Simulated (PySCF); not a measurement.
**BH2 (boron dihydride) at UB3LYP/cc-pVDZ**

What is the vertical doublet–quartet gap of BH2 (boron dihydride) at UB3LYP/cc-pVDZ? 

The results are computed with PySCF 2.14.0.

7 further runs of the same task are left out: 7 set aside as unsound or not needed.

### Step 1. The molecule

BH2 has 3 atoms, charge 0, and is taken as a doublet. As SMILES, `[BH2]`. Geometry: relaxed at GFN2-xTB.

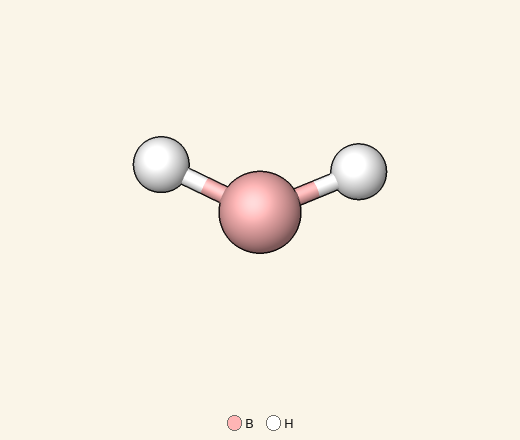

Viewed from a chosen angle; boron pink, hydrogen white.

### Step 2. A single-point energy at UB3LYP/cc-pVDZ

start.xyz reads:

```xyz
3

B      0.262840    -0.166230     0.128640
H      0.280020     0.985320     0.260980
H     -0.542860    -0.819090    -0.389630
```

calc.py reads:

```python
from pyscf import gto, dft

system = gto.Mole()
system.atom = 'start.xyz'
system.max_memory = 1860
system.verbose = 3
system.spin = 1
system.basis = 'cc-pvdz'
system.build()

myscf = dft.UKS(system)
myscf.xc = 'b3lyp'
myscf.conv_tol = 1e-10
myscf.grids.level = 5
myscf.kernel()
if not myscf.converged:
    myscf = myscf.newton().run(myscf.mo_coeff, myscf.mo_occ)

e_final = myscf.e_tot
print(f'total energy: {e_final:.8f} hartree')
```

On the command line:

```bash
$ OMP_NUM_THREADS=1 python calc.py
```

Output:

```text
converged SCF energy = -25.9335018432157  <S^2> = 0.75124316  2S+1 = 2.0012428
total energy: -25.93350184 hartree
```

Run time: 3.9 s. Hardware: 1 thread of Arm Neoverse N1, shared host; peak memory 0.2 GiB.

### Step 3. The quartet, same level

calc.py reads:

```python
from pyscf import gto, dft

molecule = gto.M(
    atom=[
    ('B', (0.262840, -0.166230, 0.128640)),
    ('H', (0.280020, 0.985320, 0.260980)),
    ('H', (-0.542860, -0.819090, -0.389630)),
],
    max_memory=1860,
    verbose=3,
    spin=3,
    basis='cc-pvdz',
)

mf = dft.UKS(molecule, xc='b3lyp')
mf.grids.level = 5
mf.conv_tol = 1e-10
mf.kernel()
if not mf.converged:
    mf = mf.newton().run(mf.mo_coeff, mf.mo_occ)

etot = mf.e_tot
print('E(%s) = %.9f' % ('B3LYP', etot))
```

On the command line:

```bash
$ OMP_NUM_THREADS=1 python calc.py
```

Output:

```text
WARN: HOMO -0.118398816840261 >= LUMO -0.396158714763463

WARN: HOMO -0.185496252908494 >= LUMO -0.322582344389663

WARN: HOMO -0.186758912952151 >= LUMO -0.307707520046005

WARN: HOMO -0.183766846523219 >= LUMO -0.304198418818447

WARN: HOMO -0.184852285381893 >= LUMO -0.305226376934496

WARN: HOMO -0.18470990126981 >= LUMO -0.305039922666855

WARN: HOMO -0.18472832506234 >= LUMO -0.305050243457367

WARN: HOMO -0.184728890603081 >= LUMO -0.305050200568175

WARN: HOMO -0.184728772571017 >= LUMO -0.305049556389354

WARN: HOMO -0.184728664045518 >= LUMO -0.305049482943932

converged SCF energy = -25.7318331901444  <S^2> = 3.7520938  2S+1 = 4.0010468
E(B3LYP) = -25.731833190
```

Run time: 3.9 s. Hardware: 1 thread of Arm Neoverse N1, shared host; peak memory 0.2 GiB.

### Step 4. Outcome

Level: UB3LYP/cc-pVDZ.

| quantity | value |
| --- | --- |
| doublet: total energy | -25.93350 Eh |
| doublet: dipole moment | 0.49 D |
| doublet: HOMO energy (highest over α and β) | -5.80 eV |
| doublet: LUMO energy (lowest over α and β) | -2.38 eV |
| doublet: ⟨S²⟩ | 0.751 |
| quartet: total energy | -25.73183 Eh |
| quartet: dipole moment | 1.37 D |
| quartet: HOMO energy (highest over α and β) | -5.03 eV |
| quartet: ⟨S²⟩ | 3.752 |
| vertical energy of the quartet above the doublet | 5.488 eV |

In words: At this shape the quartet lies 5.49 eV (529 kJ/mol) above the doublet.
